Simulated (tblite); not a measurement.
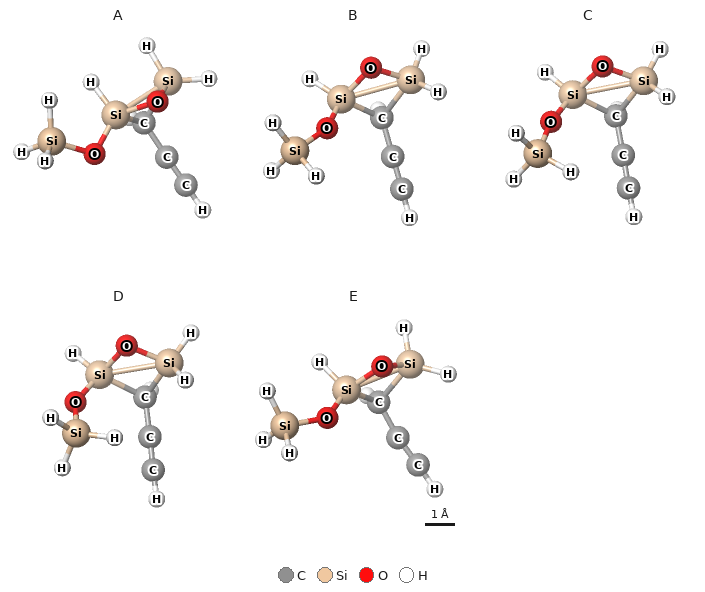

5 geometries from one relaxation of C3H8O2Si3, in shuffled order. Style: ball-and-stick. Shown at a tilt.

Level of theory: GFN2-xTB geometry optimisation, gas phase (tblite). 

Put them in the order of the run, from the start to the converged end.

A, E, B, C, D. They are steps 0, 26, 62, 94, 169, at +38.6 kcal/mol, +6.60 kcal/mol, +1.87 kcal/mol, +0.87 kcal/mol relative to the last. The atom that moves furthest after the best rigid fit is an H atom (2.57 Å). Largest moves by element: H 2.57 Å, O 1.85 Å, Si 1.28 Å, C 1.24 Å. Near-neighbour distances that change, for instance: Si–Si 2.779 → 3.099 Å, Si–Si 2.329 → 2.553 Å, O–Si 1.707 → 1.605 Å, C–Si 1.848 → 1.928 Å. Bond angles that change, for instance: Si–Si–H 91.2° → 131.0°, Si–O–Si 109.0° → 146.7°, Si–Si–O 153.1° → 119.0°. Groups turn about O–Si by about 170°, O–Si by about 145°, O–Si by about 50°. After 169 geometry steps the energy has fallen by 38.6 kcal/mol.
